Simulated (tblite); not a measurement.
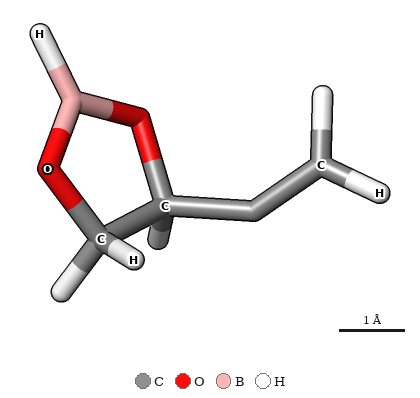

Figure 1. The input geometry (stick view, seen on its broad side).

## Frequency calculation of C₄H₆BO₂

System: C₄H₆BO₂, multiplicity 2.
Method: GFN2-xTB harmonic vibrations, gas phase (tblite 0.8.0).

It belongs to a series of runs on one base structure; here: H removed from sp2 C.

## The program's output
```
mode    cm-1     km/mol
  1      53.8      1.88
  2     102.4      3.89
  3     161.2      3.96
  4     295.5      0.58
  5     361.5     11.86
  6     472.9      7.82
  7     528.1     11.65
  8     698.3      5.77
  9     742.7      6.52
 10     767.5     73.71
 11     835.2     10.67
 12     863.3     33.31
 13     890.2      5.75
 14     939.1     46.69
 15     959.3     14.33
 16    1010.3      0.94
 17    1036.1     17.67
 18    1041.8     11.33
 19    1129.3    120.27
 20    1159.4    276.01
 21    1167.6     11.61
 22    1228.1     94.80
 23    1268.2      4.78
 24    1297.0     76.14
 25    1350.9      6.94
 26    1467.9      1.02
 27    1814.6     36.12
 28    2732.5    104.54
 29    2876.3      4.08
 30    2878.7     29.54
 31    2926.3     37.30
 32    2944.5     32.99
 33    3047.4      7.78
```

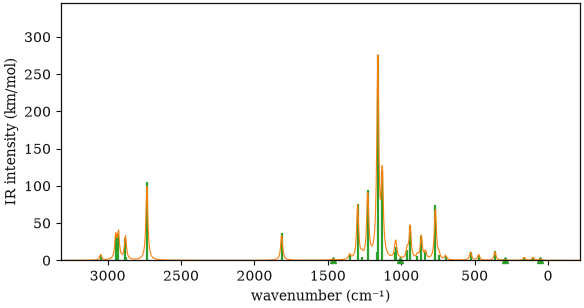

Figure 2. Harmonic infrared spectrum, unscaled: sticks (degenerate modes added up, dark ones marked on the axis) with a Lorentzian envelope of 16 cm⁻¹ full width, scaled to the tallest stick. 33 modes from 54 to 3047 cm⁻¹, none imaginary. The strongest line is at 1159 cm⁻¹ (276 km/mol).

The run was set up as follows.

## Input file
```
{"job": {"kind": "ir", "xc": "GFN2-xTB", "basis": "xTB"}, "charge": 0, "multiplicity": 2}
C      2.201219     0.728417     0.783779
C      1.420123    -0.026576     0.085380
C      0.079542    -0.097055    -0.486152
C     -0.751944    -1.277691     0.100349
O     -1.870493    -0.672754     0.711657
B     -1.787501     0.671479     0.548391
O     -0.697031     1.064246    -0.151597
H      1.918002     1.719475     1.142592
H      3.202226     0.424955     1.053578
H      0.143050    -0.149775    -1.581059
H     -1.096519    -1.968418    -0.674755
H     -0.185218    -1.830421     0.856479
H     -2.579844     1.414603     0.957855
```

The first line tells a small driver script what to run in tblite; the rest is the geometry in Å.

Launch command:
```bash
OMP_NUM_THREADS=1 python <driver script> task.json out
```

## Summary

```csv
quantity,value
outcome,converged
total energy,−570.1524 eV
zero-point energy,58.6810 kcal/mol
hardware,"1 CPU thread, shared host"
peak memory,0.18 GiB
```
